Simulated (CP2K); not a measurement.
**CH5AsSi (SMILES C1[SiH2][AsH]1) at PBE/TZV2P-MOLOPT-PBE-GTH (core potential)**

Aim: the energy change on altering one bond length of CH5AsSi at PBE/TZV2P-MOLOPT-PBE-GTH (core potential), from 2 runs. 

The calculation is run with CP2K 2026.2.

## 1. Starting point

The species is CH5AsSi (8 atoms), meant as a singlet with charge 0. SMILES: `C1[SiH2][AsH]1`. The coordinates come from a PBE0-D4/def2-TZVP relaxation.

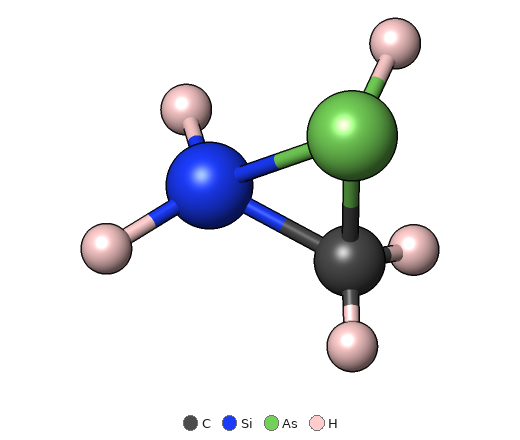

Viewed from a chosen angle; carbon dark grey, silicon blue, arsenic green, hydrogen pink.

## 2. A single-point energy at PBE/TZV2P-MOLOPT-PBE-GTH (core potential)

Contents of molecule.xyz:

```xyz
8

C     -0.770300     0.017900    -0.576000
Si     0.707800     0.663100     0.315700
As    -0.538100    -1.122700     1.107200
H     -0.667200    -0.524000    -1.509300
H     -1.690700     0.591800    -0.522300
H      0.581300     1.973900     0.990500
H      2.040800     0.422300    -0.277100
H      0.428400    -2.079400     0.415600
```

Contents of calc.inp:

```
&GLOBAL
   PROJECT calc
   RUN_TYPE ENERGY
   PRINT_LEVEL MEDIUM
&END

&FORCE_EVAL
   METHOD QUICKSTEP
   &DFT
      BASIS_SET_FILE_NAME BASIS_MOLOPT_UZH
      POTENTIAL_FILE_NAME POTENTIAL_UZH
      &QS
         METHOD GPW
         EPS_DEFAULT 1.0E-10
      &END
      &MGRID
         CUTOFF 400
         REL_CUTOFF 50
         NGRIDS 4
      &END
      &POISSON
         PERIODIC NONE
         POISSON_SOLVER MULTIPOLE
      &END
      &SCF
         SCF_GUESS ATOMIC
         EPS_SCF 1.0E-06
         MAX_SCF 100
         ADDED_MOS 10
         &DIAGONALIZATION
            ALGORITHM STANDARD
         &END
         &MIXING
            METHOD BROYDEN_MIXING
            ALPHA 0.3
            NBUFFER 8
         &END
      &END
      &XC
         &XC_FUNCTIONAL PBE
         &END
      &END
      &PRINT
         &MOMENTS
            PERIODIC F
            REFERENCE COM
            MAX_MOMENT 1
         &END
         &MO ON
            ENERGIES T
            OCCUPATION_NUMBERS T
            NDIGITS 6
            &EACH
               QS_SCF 0
            &END
            ADD_LAST NUMERIC
         &END
         &HIRSHFELD OFF
         &END
      &END
   &END
   &SUBSYS
      &CELL
         ABC 10.7 11.1 9.6
         PERIODIC NONE
      &END
      &TOPOLOGY
         COORD_FILE_NAME molecule.xyz
         COORD_FILE_FORMAT XYZ
         &CENTER_COORDINATES
         &END
      &END
      &KIND C
         BASIS_SET TZV2P-MOLOPT-PBE-GTH-q4
         POTENTIAL GTH-PBE-q4
      &END
      &KIND Si
         BASIS_SET TZV2P-MOLOPT-PBE-GTH-q4
         POTENTIAL GTH-PBE-q4
      &END
      &KIND As
         BASIS_SET TZV2P-MOLOPT-PBE-GTH-q5
         POTENTIAL GTH-PBE-q5
      &END
      &KIND H
         BASIS_SET TZV2P-MOLOPT-PBE-GTH-q1
         POTENTIAL GTH-PBE-q1
      &END
   &END
&END
```

Started as:

```sh
$ OMP_NUM_THREADS=1 cp2k.psmp calc.inp > calc.out
```

Log, cut to the lines that bear on the results:

```text
CP2K| version string:                                       CP2K version 2026.2
[...]
 GLOBAL| Method name                                                        CP2K
[...]
 GLOBAL| Run type                                                         ENERGY
[...]
 DFT| Spin restricted Kohn-Sham (RKS) calculation                            RKS
 DFT| Multiplicity                                                             1
[...]
 DFT| Charge                                                                   0
[...]
 FUNCTIONAL| PBE:
 QS| Method:                                                                 GPW
[...]
 QS| Density cutoff [a.u.]:                                                200.0
[...]
 QS| Relative density cutoff [a.u.]:                                        25.0
[...]
                             - Atoms:                                          8
[...]
                             - Spherical basis functions:                    157
[...]
 Number of electrons:                                                         18
[...]
     1 NoMix/Diag. 0.30E+00    1.3     0.69791079       -18.4671831923 -1.85E+01
[...]
    22 Broy./Diag. 0.30E+00    1.6     0.00000062       -18.8251461022 -6.12E-07
  *** SCF run converged in    22 steps ***
[...]
  Overlap energy of the core charge distribution:               0.00000117114846
  Self energy of the core charge distribution:                -44.16879092513508
  Core Hamiltonian energy:                                     11.83047544769700
  Hartree energy:                                              19.76425987790139
  Exchange-correlation energy:                                 -6.25109167377191
  Total energy:                                               -18.82514610216013
[...]
                     Mulliken Population Analysis
 #  Atom  Element  Kind  Atomic population                           Net charge
       1     C        1          4.040603                             -0.040603
       2     Si       2          3.630781                              0.369219
       3     As       3          5.192408                             -0.192408
       4     H        4          0.972419                              0.027581
       5     H        4          0.977606                              0.022394
       6     H        4          1.086933                             -0.086933
       7     H        4          1.081342                             -0.081342
       8     H        4          1.017908                             -0.017908
 # Total charge                             18.000000                 -0.000000
[...]
  Dipole moment [Debye]
    X=  0.7273773E-01 Y=  0.3983680E+00 Z= -0.7466758E+00  Total=      0.8494189
 ENERGY| Total FORCE_EVAL ( QS ) energy [hartree]            -18.825146102160133
[...]
```

It took 36 s on 1 thread of Arm Neoverse V2, shared host; peak memory 1.6 GiB.

## 3. The distorted shape, same level

Contents of calc.inp:

```
&GLOBAL
    PROJECT_NAME calc
    RUN_TYPE ENERGY
    PRINT_LEVEL MEDIUM
&END GLOBAL

&FORCE_EVAL
    METHOD Quickstep
    &DFT
        BASIS_SET_FILE_NAME BASIS_MOLOPT_UZH
        POTENTIAL_FILE_NAME POTENTIAL_UZH
        &QS
            METHOD GPW
            EPS_DEFAULT 1.0E-10
        &END QS
        &MGRID
            CUTOFF 400
            REL_CUTOFF 50
            NGRIDS 4
        &END MGRID
        &POISSON
            PERIODIC NONE
            POISSON_SOLVER MULTIPOLE
        &END POISSON
        &SCF
            SCF_GUESS ATOMIC
            EPS_SCF 1.0E-06
            MAX_SCF 40
            &OT
                MINIMIZER DIIS
                PRECONDITIONER FULL_SINGLE_INVERSE
            &END OT
            &OUTER_SCF
                EPS_SCF 1.0E-06
                MAX_SCF 10
            &END OUTER_SCF
        &END SCF
        &XC
            &XC_FUNCTIONAL PBE
            &END XC_FUNCTIONAL
        &END XC
        &PRINT
            &MOMENTS
                PERIODIC F
                REFERENCE COM
                MAX_MOMENT 1
            &END MOMENTS
            &MO_CUBES
                NLUMO 3
                NHOMO -1
                WRITE_CUBE F
            &END MO_CUBES
            &HIRSHFELD OFF
            &END HIRSHFELD
        &END PRINT
    &END DFT
    &SUBSYS
        &CELL
            ABC 11.8 11.1 9.6
            PERIODIC NONE
        &END CELL
        &COORD
            C     -1.836703     0.210541    -0.101759
            Si    -0.358603     0.855741     0.789941
            As    -1.604503    -0.930059     1.581441
            H     -1.733603    -0.331359    -1.035059
            H     -2.757103     0.784441    -0.048059
            H     -0.485103     2.166541     1.464741
            H      2.040800     0.422300    -0.277100
            H     -0.638003    -1.886759     0.889841
        &END COORD
        &TOPOLOGY
            &CENTER_COORDINATES
            &END CENTER_COORDINATES
        &END TOPOLOGY
        &KIND C
            BASIS_SET TZV2P-MOLOPT-PBE-GTH-q4
            POTENTIAL GTH-PBE-q4
        &END KIND
        &KIND Si
            BASIS_SET TZV2P-MOLOPT-PBE-GTH-q4
            POTENTIAL GTH-PBE-q4
        &END KIND
        &KIND As
            BASIS_SET TZV2P-MOLOPT-PBE-GTH-q5
            POTENTIAL GTH-PBE-q5
        &END KIND
        &KIND H
            BASIS_SET TZV2P-MOLOPT-PBE-GTH-q1
            POTENTIAL GTH-PBE-q1
        &END KIND
    &END SUBSYS
&END FORCE_EVAL
```

Started as:

```sh
$ OMP_NUM_THREADS=1 cp2k.psmp calc.inp > calc.out
```

Log, cut to the lines that bear on the results:

```text
CP2K| version string:                                       CP2K version 2026.2
[...]
 GLOBAL| Method name                                                        CP2K
[...]
 GLOBAL| Run type                                                         ENERGY
[...]
 DFT| Spin restricted Kohn-Sham (RKS) calculation                            RKS
 DFT| Multiplicity                                                             1
[...]
 DFT| Charge                                                                   0
[...]
 FUNCTIONAL| PBE:
 QS| Method:                                                                 GPW
[...]
 QS| Density cutoff [a.u.]:                                                200.0
[...]
 QS| Relative density cutoff [a.u.]:                                        25.0
[...]
                             - Atoms:                                          8
[...]
                             - Spherical basis functions:                    157
[...]
 Number of electrons:                                                         18
[...]
     1 OT DIIS     0.80E-01    1.4     0.15575408       -16.4643896364 -1.65E+01
[...]
     6 OT DIIS     0.80E-01    1.4     0.00000059       -18.7144229145 -5.25E-10
  *** SCF run converged in     6 steps ***
[...]
  Overlap energy of the core charge distribution:               0.00000116035395
  Self energy of the core charge distribution:                -44.16879092513508
  Core Hamiltonian energy:                                     11.59614689262452
  Hartree energy:                                              19.97268176966807
  Exchange-correlation energy:                                 -6.11446181202193
  Total energy:                                               -18.71442291451046
[...]
  Dipole moment [Debye]
    X= -0.1638061E+01 Y=  0.2418037E+00 Z= -0.1186254E+00  Total=      1.6600561
[...]
 HOMO - LUMO gap [eV] :    2.400424
 ENERGY| Total FORCE_EVAL ( QS ) energy [hartree]            -18.714422914510465
[...]
```

Wall time 67 s (1 thread of Arm Neoverse V2, shared host); peak memory 0.93 GiB.

## 4. Outcome

At PBE/TZV2P-MOLOPT-PBE-GTH (core potential):

| quantity | value |
| --- | --- |
| first shape: total energy | -18.82515 Eh |
| first shape: dipole moment | 0.85 D |
| first shape: HOMO energy | -5.87 eV |
| first shape: LUMO energy | -1.06 eV |
| first shape: HOMO–LUMO gap | 4.81 eV |
| distorted shape: total energy | -18.71442 Eh |
| distorted shape: dipole moment | 1.66 D |
| distorted shape: HOMO energy | -6.04 eV |
| distorted shape: LUMO energy | -3.64 eV |
| distorted shape: HOMO–LUMO gap | 2.40 eV |
| energy change with the Si2–H7 bond stretched from 1.479 to 2.662 Å | 3.013 eV |

In words: One bond (distorted shape) is far stretched, which a spin-restricted single reference describes badly; a broken-symmetry solution may lie lower. With the Si2–H7 bond stretched from 1.479 to 2.662 Å the energy rises by 3.01 eV (69 kcal/mol). The first shape isn't relaxed at this level, so the change isn't measured from a minimum. A restricted reference can't describe the breaking bond well at this length.
